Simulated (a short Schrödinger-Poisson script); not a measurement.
Stack: symmetric double-gate stack, HfO2 on p-type GaN, at 77 K.

```
layer  material  thickness (nm)  Na (cm⁻³)
-----  --------  --------------  ---------
1          HfO2             5.2          -
2           GaN              10       6e15
3          HfO2             5.2          -
```

The device is made up for the run: typed textbook-type constants, with dimensions and the other settings drawn at random. HfO2: permittivity 22, conduction-band edge (eV) 1.6, gap (eV) 5.7, electron mass (mₑ) 0.2. GaN: permittivity 9.5, conduction-band edge (eV) 0, gap (eV) 3.43, Nv at 300 K (cm⁻³) 4.6e19.

Channel valleys (confinement mass, in-plane density-of-states mass, number): Γ 0.2, 0.2, 1. At the gates, both at one voltage, the conduction-band edge of layer 1 lies 2.22 eV − eVg above the Fermi level of the channel. Gaps are held at their typed values at every temperature. Mesh 0.03 nm at interfaces.

Solved with a short Schrödinger-Poisson script written for these runs: 1D Poisson equation in equilibrium, electrons quantum, Hartree plus LDA exchange-correlation (BenDaniel-Duke, 12 states a valley, the channel's in-plane mass for all, wave functions ending at the dielectric), parabolic valleys, classical holes, full ionisation, no traps, pinning or gate leakage.

Only gate voltages with over 1e8 electrons/cm² are shown.

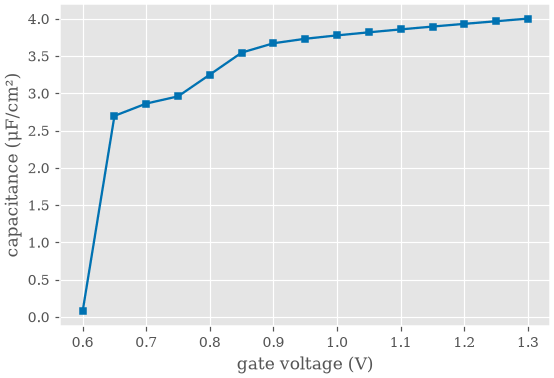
*Quasi-static capacitance against gate voltage*

```tsv
Vg (V)	electrons (cm⁻²)	C (μF/cm²)	Γ E0 (meV)	Γ E1 (meV)
0.6	2.52e9	0.0768	35.8	92.6
0.7	1.38e12	2.86	-15.9	35.1
0.8	3.24e12	3.25	-36.4	5.5
0.9	5.44e12	3.67	-49.3	-15.2
1	7.77e12	3.78	-60.5	-32.4
1.1	1.01e13	3.86	-72.3	-49.1
1.2	1.26e13	3.93	-84.9	-65.6
1.3	1.51e13	4.00	-98.1	-81.9
```

Subbands count from the Fermi level. The capacitance is that of both gates.

In real p-type GaN the Mg acceptor is only partly ionised, and so wide a gap doesn't supply an inversion layer without source and drain.
